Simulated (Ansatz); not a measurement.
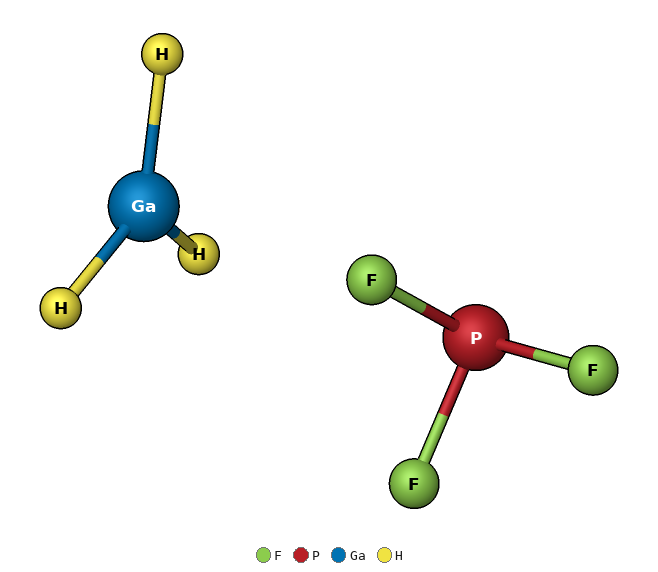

Harmonic vibrations computed with RKS PBE0-D4/def2-TZVP (Ansatz 0.2.0) at a stationary point of the same level.

Q: Is this a minimum or a saddle point?

A: A minimum: no imaginary frequency, and the lowest mode lies at 30 cm⁻¹.

Q: List the wavenumbers.

A: 18 modes: 30, 46, 76, 86, 269, 319, 346, 373, 480, 724, 749, 761, 803, 880, 902, 1939, 1983, 1988 cm⁻¹.
